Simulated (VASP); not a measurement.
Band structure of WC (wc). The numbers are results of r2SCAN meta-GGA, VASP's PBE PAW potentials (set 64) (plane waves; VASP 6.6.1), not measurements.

Unless said otherwise, spin-orbit coupling is left out, though it shifts the bands of the heavy elements here.

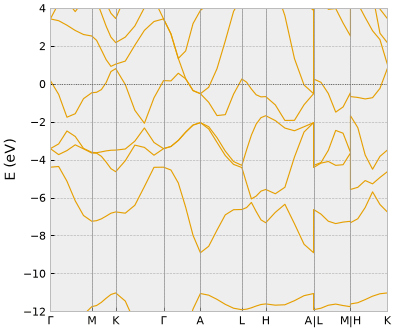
Fig. 1. Bands along high-symmetry lines, zero at the valence-band maximum or, without a gap, the Fermi level

Q: Read the plot: is there a gap, and where are the band edges?

A: It has no gap at this level: it comes out as a metal or semimetal.

The compound is WC in the wc structure. It was relaxed first.
